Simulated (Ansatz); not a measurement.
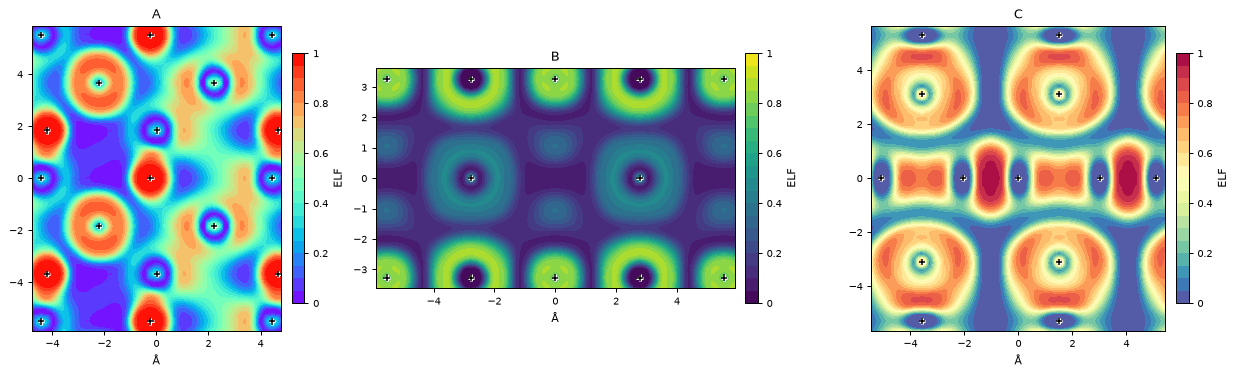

The ELF of 3 systems, each on a plane through atoms (crosses mark nuclei in the plane).

The calculation used DFT PBE, scalar-relativistic, plane waves, PAW in Ansatz.

System 1: HfBiBr2, the (011) plane of the conventional cell. Space group P4/mmm; a structure generated by program, which may or may not match a known phase; computed without spin polarisation.

```yaml
crystal:
  lattice:
    - [5.54671, 0.00000, 0.00000]
    - [0.00000, 5.54671, 0.00000]
    - [0.00000, 0.00000, 3.45909]
  atoms:
    - { symbol: Hf, position: [0.00000, 0.00000, 0.00000] }
    - { symbol: Bi, position: [0.50000, 0.50000, 0.50000] }
    - { symbol: Br, position: [0.50000, 0.00000, 0.00000] }
    - { symbol: Br, position: [0.00000, 0.50000, 0.00000] }
```

System 2: Al3H2Cl, the (110) plane of the conventional cell. Space group P-3m1; a structure generated by program, which may or may not match a known phase.

System 3: Be5I2, the (100) plane of the conventional cell. Space group P4/mmm; a structure generated by program, which may or may not match a known phase.

```cif
data_structure
_symmetry_space_group_name_H-M 'P 1'
_symmetry_Int_Tables_number 1
_cell_length_a 5.0940
_cell_length_b 5.0940
_cell_length_c 10.5847
_cell_angle_alpha 90.000
_cell_angle_beta 90.000
_cell_angle_gamma 90.000
_cell_volume 274.66
loop_
_atom_site_label
_atom_site_type_symbol
_atom_site_fract_x
_atom_site_fract_y
_atom_site_fract_z
_atom_site_occupancy
Be1 Be 0.70242 0.00000 0.50000 1
Be2 Be 0.29758 0.00000 0.50000 1
Be3 Be 0.00000 0.70242 0.50000 1
Be4 Be 0.00000 0.29758 0.50000 1
Be5 Be 0.00000 0.00000 0.00000 1
I1 I 0.00000 0.00000 0.20639 1
I2 I 0.00000 0.00000 0.79361 1
```

### Which map belongs to which system?

Panel A is system 2, Al3H2Cl: the plane holds Al, H and Cl. Al–H (1.85 Å): the ELF climbs to about 1 towards the hydrogen. Panel B is system 1, HfBiBr2: the plane holds Hf, Bi and Br. Hf–Br (2.77 Å): the ELF is about 0.30 at the midpoint (no localised pair shows between them). Panel C is system 3, Be5I2: the plane holds Be and I. Be–I (2.18 Å): the ELF peaks at about 0.85 in the valence shell of I, 1.4 Å from its nucleus, and is about 0.70 at the midpoint.
